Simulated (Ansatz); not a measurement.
# B3LYP/6-31G(d) (Cartesian functions) run of [BF2]+ (SMILES F[B+]F)

What is the vertical singlet–triplet gap of [BF2]+ at B3LYP/6-31G* (Cartesian functions)? 

The calculation is run with Ansatz 0.2.0.

6 further runs of the same task are left out: 3 that didn't finish, 3 set aside as unsound or not needed.

### Step 1. The structure to begin with

The species is [BF2]+ (3 atoms), meant as a singlet with charge +1. SMILES: `F[B+]F`. Geometry: relaxed at PBE0-D4/def2-TZVP.

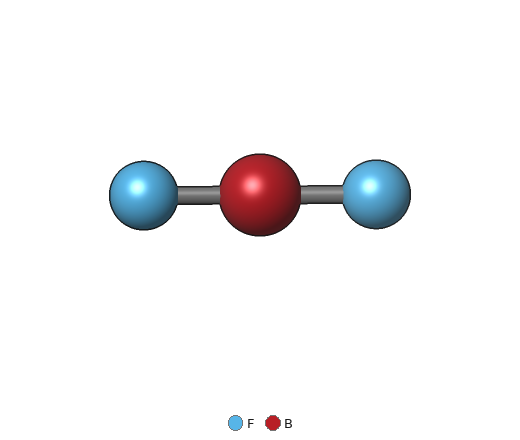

Viewed from a chosen angle; fluorine blue, boron red.

### Step 2. The energy at B3LYP/6-31G(d) (Cartesian functions)

molecule.yaml reads:

```yaml
basis:
  gaussian:
    orbitals: "6-31G*"
crystal:
  periodic: [false, false, false]
  atoms:
    - symbol: F
      position_ang: [0.329710, 1.140520, 0.307700]
    - symbol: B
      position_ang: [0.000000, -0.000000, 0.000000]
    - symbol: F
      position_ang: [-0.329720, -1.140520, -0.307700]
total_charge: 1
hamiltonian:
  xc: {name: B3LYP}
accuracy: high
output:
  orbitals: {seedname: orbitals}
```

Started as:

```bash
ansatz run molecule.yaml --threads 1 --pin off --max-ram 3480MiB --events-out events.jsonl --progress --plain --runs-dir runs
```

Output:

```text
Warning: RAYON_NUM_THREADS=1 ignored (pool sized by the plan → 1); use --threads N
Functional definition: B3LYP
  name "B3LYP"
  parameter a0 = 0.2
  parameter ax = 0.72
  parameter ac = 0.81
  exchange = (1 - a0 - ax)*slater_x + ax*b88_x + a0*exact_x
  correlation = (1 - ac)*vwn_rpa_c + ac*lyp_c
794 factors; integrals over basis functions are off by at most 2.7e-9 eV
mean field evaluation 1: about -6092.2226 eV, gradient 8.4e1 eV
mean field evaluation 2: about -6070.3627 eV, gradient 1.5e2 eV
mean field evaluation 4: about -6102.1514 eV, gradient 1.1e0 eV
mean field evaluation 8: about -6102.1537 eV, gradient 1.8e-3 eV
mean field evaluation 16: about -6102.1537 eV, gradient 1.0e-8 eV
mean field -6102.15366226 eV, -224.2500108999 hartree, gradient 3.2e-9 eV, S^2 0.000000; 0 other end points of the search recorded, 0 dependent functions left out
reference -6102.15368222 eV, -224.2500116332 hartree; 11, 11 occupied and 34, 34 virtual orbitals, 794 factors
Total energy: -6102.15368222 eV, -224.2500116332 hartree
```

Run time: 1 s. Hardware: 1 thread of Arm Neoverse V2, shared host; peak memory 0.1 GiB.

### Step 3. The triplet

in.yaml reads:

```yaml
basis:
  gaussian: {orbitals: "6-31G*"}
crystal:
  periodic: [false, false, false]
  atoms:
    - {symbol: F, position_ang: [0.329710, 1.140520, 0.307700]}
    - {symbol: B, position_ang: [0.000000, -0.000000, 0.000000]}
    - {symbol: F, position_ang: [-0.329720, -1.140520, -0.307700]}
total_charge: 1
magnetization: {spin_polarized: true, initial_magnetization: 2}
hamiltonian: {xc: {name: B3LYP}}
accuracy: high
output: {orbitals: {seedname: orbitals}}
```

Started as:

```bash
ansatz run in.yaml --threads 1 --pin off --max-ram 3480MiB --events-out events.jsonl --progress --plain --runs-dir runs
```

Output (excerpt; [...] marks lines left out):

```text
Warning: RAYON_NUM_THREADS=1 ignored (pool sized by the plan → 1); use --threads N
[... 2 set-up lines as earlier in the session ...]
[...]
794 factors; integrals over basis functions are off by at most 2.7e-9 eV
[...]
mean field -6090.98283477 eV, -223.8394905613 hartree, gradient 2.5e-8 eV, S^2 2.002874; 16 other end points of the search recorded, 0 dependent functions left out
reference -6090.98285754 eV, -223.8394913980 hartree; 12, 10 occupied and 33, 35 virtual orbitals, 794 factors
Total energy: -6090.98285754 eV, -223.8394913980 hartree
```

Wall time 58 s (1 thread of Arm Neoverse V2, shared host); peak memory 0.15 GiB.

### Step 4. Results

Level: B3LYP/6-31G* (Cartesian functions).

| quantity | value |
| --- | --- |
| singlet: total energy | -224.25001 Eh |
| singlet: HOMO energy | -22.16 eV |
| singlet: LUMO energy | -8.50 eV |
| singlet: HOMO–LUMO gap | 13.66 eV |
| triplet: total energy | -223.83949 Eh |
| triplet: HOMO energy (highest over α and β) | -11.16 eV |
| triplet: ⟨S²⟩ | 2.003 |
| vertical energy of the triplet above the singlet | 11.171 eV |

At this shape the triplet lies 11.17 eV (1078 kJ/mol) above the singlet.
